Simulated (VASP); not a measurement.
# MnO2 (Pyrolusite) with r2SCAN + rVV10: from relaxation to properties, part 4 of 16

What structure does MnO2 (Pyrolusite) take at this level, and what are its properties? The start is a cell from a database of measured crystal structures.

VASP 6.6.1, plane waves and PAW; the level of theory is named at each step.

So far, gap on the k-mesh (eV): step 2 (magnetic order: ferromagnetic) 0.127; step 3 (magnetic order: antiferromagnetic within the cell) 0.376.

## 4. Magnetic order: antiferromagnetic, q = (0, 0, 1/2)

Level of this step: r2SCAN with rVV10, spin-polarised from an antiferromagnetic start; plane waves and PAW (Mn_pv, O) (VASP).

System of this step: MnO2 (Pyrolusite). Symmetry: P4_2/mnm, No. 136, tetragonal system. Conventional cell: a = 4.398 Å, b = 4.398 Å, c = 2.873 Å, α = 90.00°, β = 90.00°, γ = 90.00°. Nearest to Mn lie 6 O at 1.88 to 1.90 Å. Nearest to O lie 3 Mn at 1.88 to 1.90 Å. Farther neighbours and most contacts between anions are not listed.

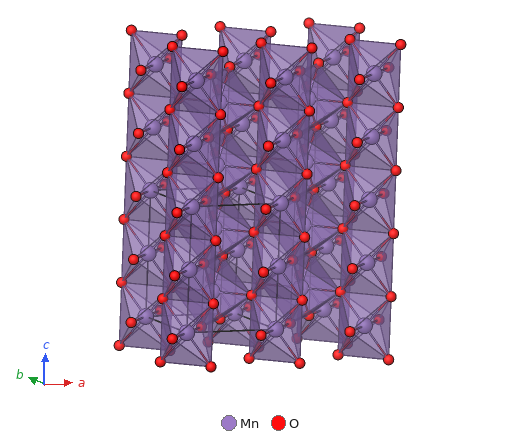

The cell of this step (manganese light purple, oxygen red). 2×1×2 cells are drawn. Some periodic images of atoms are drawn too.

Next, a pattern with opposite moments, which needs a doubled cell; q is given in the reciprocal vectors of the primitive cell.

INCAR

```
SYSTEM = MnO2
PREC = Accurate
ENCUT = 520
EDIFF = 1E-06
NELM = 100
ISMEAR = 0
SIGMA = 0.05
LREAL = .FALSE.
ALGO = Normal
METAGGA = R2SCAN
LUSE_VDW = .TRUE.
IVDW_NL = 2
BPARAM = 11.95
CPARAM = 0.0093
LASPH = .TRUE.
NBANDS = 68
ISPIN = 2
MAGMOM = 4 -4 4 -4 0 0 0 0 0 0 0 0
LMAXMIX = 4
LORBIT = 11
LWAVE = .FALSE.
LCHARG = .FALSE.
KPAR = 8
ISIF = 2
```

POSCAR

```
MnO2
1.0
    4.3983000000      0.0000000000      0.0000000000
    0.0000000000      4.3983000000      0.0000000000
    0.0000000000      0.0000000000      5.7460000000
Mn O
4 8
Direct
    0.0000000000      0.0000000000      0.0000000000
    0.0000000000      0.0000000000      0.5000000000
    0.5000000000      0.5000000000      0.2500000000
    0.5000000000      0.5000000000      0.7500000000
    0.3051500000      0.3051500000      0.0000000000
    0.3051500000      0.3051500000      0.5000000000
    0.1948500000      0.8051500000      0.2500000000
    0.1948500000      0.8051500000      0.7500000000
    0.6948500000      0.6948500000      0.0000000000
    0.6948500000      0.6948500000      0.5000000000
    0.8051500000      0.1948500000      0.2500000000
    0.8051500000      0.1948500000      0.7500000000
```

KPOINTS

```
Automatic mesh
0
Gamma
5 5 4
0 0 0
```

PAW data sets: Mn_pv and O (PBE family, release 64).

The run is started by

```sh
> mpirun -np 8 vasp_std
```

Output:

```text
[banner, memory and clock lines left out]
running    8 mpi-ranks, on    1 nodes
 distrk:  each k-point on    1 cores,    8 groups
 distr:  one band on    1 cores,    1 groups

 POSCAR found type information on POSCAR MnO
 POSCAR found :  2 types and      12 ions
 [... a notice as in an earlier step ...]

 [... a notice as in an earlier step ...]

 [... a notice as in an earlier step ...]

 LDA part: xc-table for (None), standard interpolation
 POSCAR, INCAR and KPOINTS ok, starting setup
 FFT: planning ... GRIDC
 FFT: planning ... GRID_SOFT
 FFT: planning ... GRID
 WAVECAR not read
 entering main loop
       N       E                     dE             d eps       ncg     rms          rms(c)
Total rVV10 correction in eV:      2.4339651   101.4595388
Total rVV10 correction in eV:      2.4339651   101.4595388
Total rVV10 correction in eV:      2.4339651   101.4595388
Total rVV10 correction in eV:      2.4339651   101.4595388
Total rVV10 correction in eV:      2.4339651   101.4595388
Total rVV10 correction in eV:      2.4339651   101.4595388
Total rVV10 correction in eV:      2.4339651   101.4595388
Total rVV10 correction in eV:      2.4339651   101.4595388
DAV:   1     0.142756670617E+04    0.14276E+04   -0.54032E+04  4968   0.183E+03
DAV:   2     0.574078274610E+01   -0.14218E+04   -0.12935E+04  5124   0.560E+02
DAV:   3    -0.179219364640E+03   -0.18496E+03   -0.17667E+03  5240   0.211E+02
DAV:   4    -0.186646476371E+03   -0.74271E+01   -0.73760E+01  5328   0.416E+01
DAV:   5    -0.186740565010E+03   -0.94089E-01   -0.93981E-01  5376   0.516E+00    0.658E+01
Total rVV10 correction in eV:      2.5017063   101.4595304
Total rVV10 correction in eV:      2.5017063   101.4595304
Total rVV10 correction in eV:      2.5017063   101.4595304
Total rVV10 correction in eV:      2.5017063   101.4595304
Total rVV10 correction in eV:      2.5017063   101.4595304
Total rVV10 correction in eV:      2.5017063   101.4595304
Total rVV10 correction in eV:      2.5017063   101.4595304
Total rVV10 correction in eV:      2.5017063   101.4595304
DAV:   6    -0.135758584600E+03    0.50982E+02   -0.14747E+02  5788   0.108E+02    0.583E+01
Total rVV10 correction in eV:      2.5185788   101.4595334
Total rVV10 correction in eV:      2.5185788   101.4595334
Total rVV10 correction in eV:      2.5185788   101.4595334
Total rVV10 correction in eV:      2.5185788   101.4595334
Total rVV10 correction in eV:      2.5185788   101.4595334
Total rVV10 correction in eV:      2.5185788   101.4595334
Total rVV10 correction in eV:      2.5185788   101.4595334
Total rVV10 correction in eV:      2.5185788   101.4595334
DAV:   7    -0.131740810537E+03    0.40178E+01   -0.92134E+01  4984   0.958E+01    0.283E+01
Total rVV10 correction in eV:      2.5356214   101.4595312
Total rVV10 correction in eV:      2.5356214   101.4595312
Total rVV10 correction in eV:      2.5356214   101.4595312
Total rVV10 correction in eV:      2.5356214   101.4595312
Total rVV10 correction in eV:      2.5356214   101.4595312
Total rVV10 correction in eV:      2.5356214   101.4595312
Total rVV10 correction in eV:      2.5356214   101.4595312
Total rVV10 correction in eV:      2.5356214   101.4595312
DAV:   8    -0.128637187676E+03    0.31036E+01   -0.93604E+00  5324   0.236E+01    0.123E+01
Total rVV10 correction in eV:      2.5647974   101.4595313
Total rVV10 correction in eV:      2.5647974   101.4595313
Total rVV10 correction in eV:      2.5647974   101.4595313
Total rVV10 correction in eV:      2.5647974   101.4595313
Total rVV10 correction in eV:      2.5647974   101.4595313
Total rVV10 correction in eV:      2.5647974   101.4595313
Total rVV10 correction in eV:      2.5647974   101.4595313
Total rVV10 correction in eV:      2.5647974   101.4595313
DAV:   9    -0.128347607026E+03    0.28958E+00   -0.25251E+00  6288   0.162E+01    0.597E+00
Total rVV10 correction in eV:      2.5708182   101.4595317
Total rVV10 correction in eV:      2.5708182   101.4595317
Total rVV10 correction in eV:      2.5708182   101.4595317
Total rVV10 correction in eV:      2.5708182   101.4595317
Total rVV10 correction in eV:      2.5708182   101.4595317
Total rVV10 correction in eV:      2.5708182   101.4595317
Total rVV10 correction in eV:      2.5708182   101.4595317
Total rVV10 correction in eV:      2.5708182   101.4595317
DAV:  10    -0.128447084551E+03   -0.99478E-01   -0.80709E-01  5176   0.500E+00    0.305E+00
Total rVV10 correction in eV:      2.5698370   101.4595317
Total rVV10 correction in eV:      2.5698370   101.4595317
Total rVV10 correction in eV:      2.5698370   101.4595317
Total rVV10 correction in eV:      2.5698370   101.4595317
Total rVV10 correction in eV:      2.5698370   101.4595317
Total rVV10 correction in eV:      2.5698370   101.4595317
Total rVV10 correction in eV:      2.5698370   101.4595317
Total rVV10 correction in eV:      2.5698370   101.4595317
DAV:  11    -0.128417952345E+03    0.29132E-01   -0.72558E-02  5584   0.172E+00    0.133E+00
Total rVV10 correction in eV:      2.5699282   101.4595316
Total rVV10 correction in eV:      2.5699282   101.4595316
Total rVV10 correction in eV:      2.5699282   101.4595316
Total rVV10 correction in eV:      2.5699282   101.4595316
Total rVV10 correction in eV:      2.5699282   101.4595316
Total rVV10 correction in eV:      2.5699282   101.4595316
Total rVV10 correction in eV:      2.5699282   101.4595316
Total rVV10 correction in eV:      2.5699282   101.4595316
DAV:  12    -0.128418965588E+03   -0.10132E-02   -0.14074E-02  5152   0.549E-01    0.568E-01
Total rVV10 correction in eV:      2.5698522   101.4595316
Total rVV10 correction in eV:      2.5698522   101.4595316
Total rVV10 correction in eV:      2.5698522   101.4595316
Total rVV10 correction in eV:      2.5698522   101.4595316
Total rVV10 correction in eV:      2.5698522   101.4595316
Total rVV10 correction in eV:      2.5698522   101.4595316
Total rVV10 correction in eV:      2.5698522   101.4595316
Total rVV10 correction in eV:      2.5698522   101.4595316
DAV:  13    -0.128417065368E+03    0.19002E-02   -0.25107E-03  5648   0.770E-01    0.174E-01
Total rVV10 correction in eV:      2.5705034   101.4595316
Total rVV10 correction in eV:      2.5705034   101.4595316
Total rVV10 correction in eV:      2.5705034   101.4595316
Total rVV10 correction in eV:      2.5705034   101.4595316
Total rVV10 correction in eV:      2.5705034   101.4595316
Total rVV10 correction in eV:      2.5705034   101.4595316
Total rVV10 correction in eV:      2.5705034   101.4595316
Total rVV10 correction in eV:      2.5705034   101.4595316
DAV:  14    -0.128417138459E+03   -0.73091E-04   -0.65478E-04  5160   0.154E-01    0.111E-01
Total rVV10 correction in eV:      2.5706325   101.4595316
Total rVV10 correction in eV:      2.5706325   101.4595316
Total rVV10 correction in eV:      2.5706325   101.4595316
Total rVV10 correction in eV:      2.5706325   101.4595316
Total rVV10 correction in eV:      2.5706325   101.4595316
Total rVV10 correction in eV:      2.5706325   101.4595316
Total rVV10 correction in eV:      2.5706325   101.4595316
Total rVV10 correction in eV:      2.5706325   101.4595316
DAV:  15    -0.128417178127E+03   -0.39668E-04   -0.15495E-04  5144   0.124E-01    0.339E-02
Total rVV10 correction in eV:      2.5705095   101.4595316
Total rVV10 correction in eV:      2.5705095   101.4595316
Total rVV10 correction in eV:      2.5705095   101.4595316
Total rVV10 correction in eV:      2.5705095   101.4595316
Total rVV10 correction in eV:      2.5705095   101.4595316
Total rVV10 correction in eV:      2.5705095   101.4595316
Total rVV10 correction in eV:      2.5705095   101.4595316
Total rVV10 correction in eV:      2.5705095   101.4595316
DAV:  16    -0.128417212178E+03   -0.34051E-04   -0.33866E-05  5240   0.395E-02    0.213E-02
Total rVV10 correction in eV:      2.5704772   101.4595316
Total rVV10 correction in eV:      2.5704772   101.4595316
Total rVV10 correction in eV:      2.5704772   101.4595316
Total rVV10 correction in eV:      2.5704772   101.4595316
Total rVV10 correction in eV:      2.5704772   101.4595316
Total rVV10 correction in eV:      2.5704772   101.4595316
Total rVV10 correction in eV:      2.5704772   101.4595316
Total rVV10 correction in eV:      2.5704772   101.4595316
DAV:  17    -0.128417184223E+03    0.27955E-04   -0.13143E-05  4852   0.330E-02    0.812E-03
Total rVV10 correction in eV:      2.5704735   101.4595316
Total rVV10 correction in eV:      2.5704735   101.4595316
Total rVV10 correction in eV:      2.5704735   101.4595316
Total rVV10 correction in eV:      2.5704735   101.4595316
Total rVV10 correction in eV:      2.5704735   101.4595316
Total rVV10 correction in eV:      2.5704735   101.4595316
Total rVV10 correction in eV:      2.5704735   101.4595316
Total rVV10 correction in eV:      2.5704735   101.4595316
DAV:  18    -0.128417182981E+03    0.12422E-05   -0.78225E-07  2808   0.927E-03    0.256E-03
Total rVV10 correction in eV:      2.5704624   101.4595316
Total rVV10 correction in eV:      2.5704624   101.4595316
Total rVV10 correction in eV:      2.5704624   101.4595316
Total rVV10 correction in eV:      2.5704624   101.4595316
Total rVV10 correction in eV:      2.5704624   101.4595316
Total rVV10 correction in eV:      2.5704624   101.4595316
Total rVV10 correction in eV:      2.5704624   101.4595316
Total rVV10 correction in eV:      2.5704624   101.4595316
DAV:  19    -0.128417181596E+03    0.13853E-05   -0.32766E-07  2696   0.315E-03    0.187E-03
Total rVV10 correction in eV:      2.5704579   101.4595316
Total rVV10 correction in eV:      2.5704579   101.4595316
Total rVV10 correction in eV:      2.5704579   101.4595316
Total rVV10 correction in eV:      2.5704579   101.4595316
Total rVV10 correction in eV:      2.5704579   101.4595316
Total rVV10 correction in eV:      2.5704579   101.4595316
Total rVV10 correction in eV:      2.5704579   101.4595316
Total rVV10 correction in eV:      2.5704579   101.4595316
DAV:  20    -0.128417183976E+03   -0.23801E-05   -0.94329E-08  2688   0.234E-03    0.737E-04
Total rVV10 correction in eV:      2.5704550   101.4595316
Total rVV10 correction in eV:      2.5704550   101.4595316
Total rVV10 correction in eV:      2.5704550   101.4595316
Total rVV10 correction in eV:      2.5704550   101.4595316
Total rVV10 correction in eV:      2.5704550   101.4595316
Total rVV10 correction in eV:      2.5704550   101.4595316
Total rVV10 correction in eV:      2.5704550   101.4595316
Total rVV10 correction in eV:      2.5704550   101.4595316
DAV:  21    -0.128417184245E+03   -0.26917E-06   -0.94238E-09  2688   0.703E-04
Total rVV10 correction in eV:      2.5704515   101.4595316
Total rVV10 correction in eV:      2.5704515   101.4595316
Total rVV10 correction in eV:      2.5704515   101.4595316
Total rVV10 correction in eV:      2.5704515   101.4595316
Total rVV10 correction in eV:      2.5704515   101.4595316
Total rVV10 correction in eV:      2.5704515   101.4595316
Total rVV10 correction in eV:      2.5704515   101.4595316
Total rVV10 correction in eV:      2.5704515   101.4595316
Total rVV10 correction in eV:      2.5704531   101.4595316
Total rVV10 correction in eV:      2.5704531   101.4595316
Total rVV10 correction in eV:      2.5704531   101.4595316
Total rVV10 correction in eV:      2.5704531   101.4595316
Total rVV10 correction in eV:      2.5704531   101.4595316
Total rVV10 correction in eV:      2.5704531   101.4595316
Total rVV10 correction in eV:      2.5704531   101.4595316
Total rVV10 correction in eV:      2.5704531   101.4595316
   1 F= -.12841718E+03 E0= -.12841718E+03  d E =-.182969E-27  mag=    -0.0000
```

Run time: 3.4 min. Hardware: 8 MPI ranks of Intel Xeon Platinum 8488C (Sapphire Rapids), shared host; peak memory 5.2 GiB.

Parts of OUTCAR (step 4):

```text
  LATTYP: Found a simple tetragonal cell.
 ALAT       =     4.3983000000
 C/A-ratio  =     1.3064138417

 Found     18 irreducible k-points:

   k-points           NKPTS =     18   k-points in BZ     NKDIM =     18   number of bands    NBANDS=     68

   dimension x,y,z NGX =    36 NGY =   36 NGZ =   48
   dimension x,y,z NGXF=    72 NGYF=   72 NGZF=   96

   ENCUT  =  520.0 eV  38.22 Ry    6.18 a.u.   8.18  8.18 10.68*2*pi/ulx,y,z

   NELECT =     100.0000    total number of electrons

 E-fermi :   4.9601

 spin component 1
 k-point     1 :       0.0000    0.0000    0.0000
  band No.  band energies     occupation
    ...
     46       3.4526      1.00000
     47       3.9277      1.00000
     48       3.9555      1.00000
     49       3.9555      1.00000
     50       4.5870      1.00000
     51       5.6253      0.00000
     52       5.8605      0.00000
     53       6.5262      0.00000
     54       6.7365      0.00000
     55       6.9396      0.00000
    ...

 k-point     2 :       0.2000    0.0000    0.0000
  band No.  band energies     occupation
    ...
     46       3.6020      1.00000
     47       3.6830      1.00000
     48       3.6999      1.00000
     49       4.0094      1.00000
     50       4.4131      1.00000
     51       5.9242      0.00000
     52       5.9927      0.00000
     53       6.6198      0.00000
     54       6.6947      0.00000
     55       6.9026      0.00000
    ...

 k-point     3 :       0.4000    0.0000    0.0000
  band No.  band energies     occupation
    ...
     46       3.3494      1.00000
     47       3.4575      1.00000
     48       3.7326      1.00000
     49       4.1090      1.00000
     50       4.1427      1.00000
     51       5.9313      0.00000
     52       5.9492      0.00000
     53       6.6126      0.00000
     54       6.7475      0.00000
     55       6.7713      0.00000
    ...

 k-point     4 :       0.2000    0.2000    0.0000
  band No.  band energies     occupation
    ...
     46       3.3386      1.00000
     47       3.8454      1.00000
     48       3.9315      1.00000
     49       4.0715      1.00000
     50       4.3127      1.00000
     51       5.8348      0.00000
     52       5.9347      0.00000
     53       6.5789      0.00000
     54       6.7372      0.00000
     55       7.0586      0.00000
    ...

  Total       -2.1825605     -2.1825605     -2.7446661     -0.0000000      0.0000000      0.0000000
  in kB      -31.4587566    -31.4587566    -39.5607745     -0.0000000      0.0000000      0.0000000
  external PRESSURE =     -34.1594292 kB  Pullay stress =       0.0000000 kB

  energy-cutoff  :      520.00
  volume of cell :      111.16
      direct lattice vectors                 reciprocal lattice vectors
     4.398300000  0.000000000  0.000000000     0.227360571  0.000000000  0.000000000
     0.000000000  4.398300000  0.000000000     0.000000000  0.227360571  0.000000000
     0.000000000  0.000000000  5.746000000     0.000000000  0.000000000  0.174034111

 POSITION                                       TOTAL-FORCE (eV/Angst)
 -----------------------------------------------------------------------------------
      0.00000      0.00000      0.00000         0.000000     -0.000000     -0.077818
      0.00000      0.00000      2.87300        -0.000000     -0.000000     -0.077818
      2.19915      2.19915      1.43650         0.000000     -0.000000      0.077818
      2.19915      2.19915      4.30950         0.000000     -0.000000      0.077818
      1.34214      1.34214      0.00000         0.032781      0.032781     -0.058098
      1.34214      1.34214      2.87300         0.032781      0.032781     -0.058098
      0.85701      3.54129      1.43650        -0.032781      0.032781      0.058098
      0.85701      3.54129      4.30950        -0.032781      0.032781      0.058098
      3.05616      3.05616      0.00000        -0.032781     -0.032781     -0.058098
      3.05616      3.05616      2.87300        -0.032781     -0.032781     -0.058098
      3.54129      0.85701      1.43650         0.032781     -0.032781      0.058098
      3.54129      0.85701      4.30950         0.032781     -0.032781      0.058098
 -----------------------------------------------------------------------------------
    total drift:                                0.000000      0.000000      0.000000

  FREE ENERGIE OF THE ION-ELECTRON SYSTEM (eV)
  ---------------------------------------------------
  free  energy   TOTEN  =      -128.4171842452 eV

  energy  without entropy=     -128.4171842452  energy(sigma->0) =     -128.41718425

 total charge
# of ion       s       p       d       tot
------------------------------------------
    1        0.381   6.467   4.832  11.680
    2        0.381   6.467   4.832  11.680
    3        0.381   6.467   4.832  11.680
    4        0.381   6.467   4.832  11.680
    5        1.573   3.493   0.000   5.065
    6        1.573   3.493   0.000   5.065
    7        1.573   3.493   0.000   5.065
    8        1.573   3.493   0.000   5.065
    9        1.573   3.493   0.000   5.065
   10        1.573   3.493   0.000   5.065
   11        1.573   3.493   0.000   5.065
   12        1.573   3.493   0.000   5.065
--------------------------------------------------
tot         14.106  53.808  19.329  87.243

 magnetization (x)
# of ion       s       p       d       tot
------------------------------------------
    1        0.006   0.020   2.676   2.703
    2       -0.006  -0.020  -2.676  -2.703
    3        0.006   0.020   2.676   2.703
    4       -0.006  -0.020  -2.676  -2.703
    5       -0.001  -0.002   0.000  -0.003
    6        0.001   0.002   0.000   0.003
    7       -0.001  -0.002   0.000  -0.003
    8        0.001   0.002   0.000   0.003
    9       -0.001  -0.002   0.000  -0.003
   10        0.001   0.002   0.000   0.003
   11       -0.001  -0.002   0.000  -0.003
   12        0.001   0.002   0.000   0.003
--------------------------------------------------
tot          0.000   0.000   0.000   0.000

[... 2 parts as in an earlier step ...]

[... 6 further parts left out ...]
```

At this level the cell is under a tension of 3.4 GPa, so at these settings it is away from equilibrium.

This step gave:

| Property | Result |
| --- | --- |
| SCF cycles | 21 |
| electrons | 100 |
| bands | 68 |
| irreducible k-points | 18 |
| symmetry operations | 8 |
| free energy (TOTEN) | -128.4172 eV |
| Fermi energy | 4.960 eV |
| pressure | -3.416 GPa |
| valence top at k | 0, 0, 0 |
| least direct gap at k | 0, 0, 0 |
| gap on the k-mesh | 1.038 eV |
| least direct gap on the k-mesh | 1.038 eV |

Spin moment in the PAW sphere by atom:

```
atom  spin moment in the PAW sphere (μB)
 Mn1                                2.70
 Mn2                               -2.70
 Mn3                                2.70
 Mn4                               -2.70
  O5                                0.00
  O6                                0.00
  O7                                0.00
  O8                                0.00
  O9                                0.00
 O10                                0.00
 O11                                0.00
 O12                                0.00
```

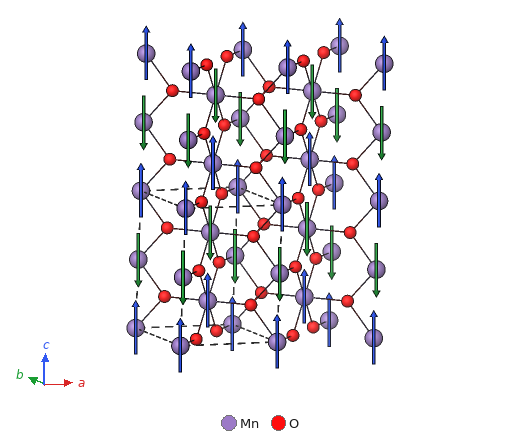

Spin moment in the PAW sphere as arrows, the longest 2.70 μB. Up and down stand for the sign. Arrows give size and sign along the axis of quantisation, drawn up and down the page. The two directions have two colours. 2×1×2 cells are drawn. Some periodic images of atoms are drawn too.

[end of part 4 of 16]

[Lines on the potential files, build, host, timing and source positions are cut from VASP's logs without a mark.]

[Logs are printed without paths, hosts, clocks, repeated set-up lines and the standing remarks that a program may print on its own settings, such as how far it seeks lower states.]

[Hosts, paths, dates, database ids (printed as entryN), source tags and the programs' standing remarks are cut or masked in the printed files.]

[A measured line is paired with the nearest computed mode of its activity, which favours agreement.]

[In band tables of VASP the shares of atoms and orbitals are scaled to a sum of 1 inside the atoms' spheres.]
